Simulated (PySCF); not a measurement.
C$_{3}$H$_{9}$ClOSi$_{3}$

```xyz
17

C    -2.9732   -0.2519    0.2847
C    -1.6485   -0.3295    0.3604
Si   -0.6139   -1.5419   -0.6730
O     0.9184   -1.0803   -0.3388
Si    1.4695    0.0402    0.7310
C     2.6254    1.1868   -0.2484
Cl    2.6048   -1.0013    2.0498
Si   -0.5843    0.7727    1.5010
H    -3.5523   -0.8844   -0.3731
H    -3.5467    0.4477    0.8751
H    -0.7434   -2.9260   -0.2263
H    -0.7657   -1.3538   -2.1123
H     3.3946    0.6168   -0.7637
H     3.1219    1.8909    0.4117
H     2.0806    1.7558   -0.9955
H    -0.8850    2.1911    1.2529
H    -0.9090    0.4792    2.9040
```

Geometry: GFN2-xTB.

These are results of PBE0/pcSseg-1, SCF density, gas phase, non-relativistic in PySCF 2.14.0, not measurements.

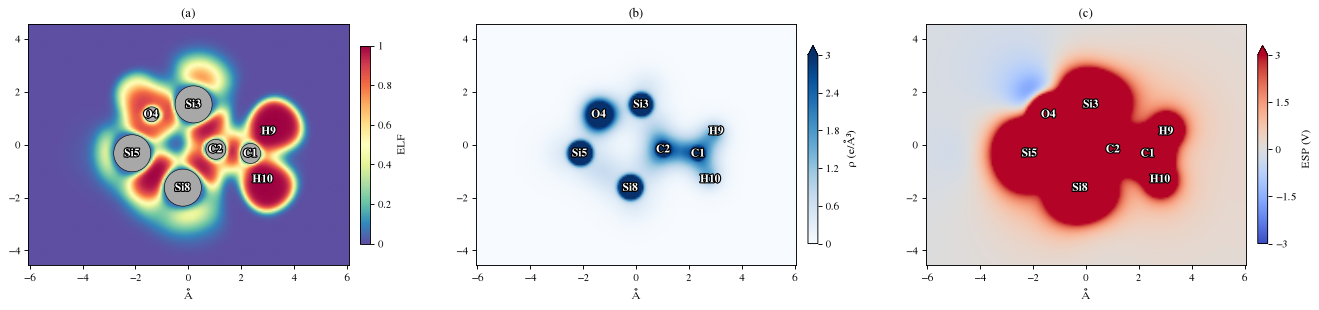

Figure 1. (a) electron localisation function; (b) electron density; (c) molecular electrostatic potential on the plane of atoms C2, Si8 and Si5. Grey discs cover the atomic cores in the ELF map.

### What do the fields say about this system?

Atoms in the plane: C, Si, O and H.
C–C (1.33 Å): ρ at the midpoint is about 2.3 e/Å³; the ELF peaks at about 0.95 between the atoms (a multiple bond).
Si–O (1.63 Å): ρ at the midpoint is about 1.1 e/Å³; the ELF peaks at about 0.85 between the atoms: a polar covalent bond.
C–Si (1.90 Å): ρ is about 0.92 e/Å³ halfway; the ELF peaks at about 0.95 between the atoms: a shared electron pair.
Si–Si (2.31 Å): the density is about 0.68 e/Å³ at the midpoint; the ELF peaks at about 1 between the atoms, as expected for a covalent bond.
C–H (1.08 Å): ρ is about 2 e/Å³ halfway; the ELF climbs to about 1 towards the hydrogen, as it does in any bond to H (a covalent bond by its length).
The ELF also peaks beside O4, away from the bonds: lone-pair regions.
Outside the dense part of the molecule the potential is most negative (−1.6 V) near O4.

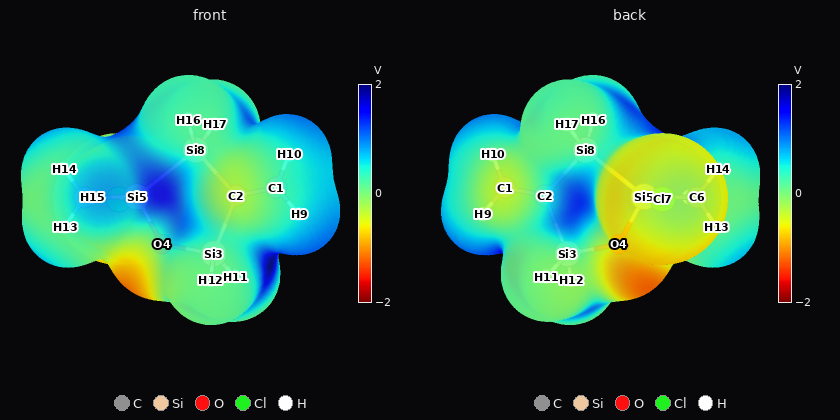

Figure 2. The molecular electrostatic potential painted on the density surface at 0.002 e/bohr³, seen from the front and from behind; red is negative and blue positive.

### Describe the electrostatic potential map.

The most negative region (about −1.2 V) lies over O4, the most positive (about +1.8 V) over Si3. O4 is the likeliest acceptor of a hydrogen bond.

### How polar is the molecule by this calculation?

Its dipole moment is 2.60 D.
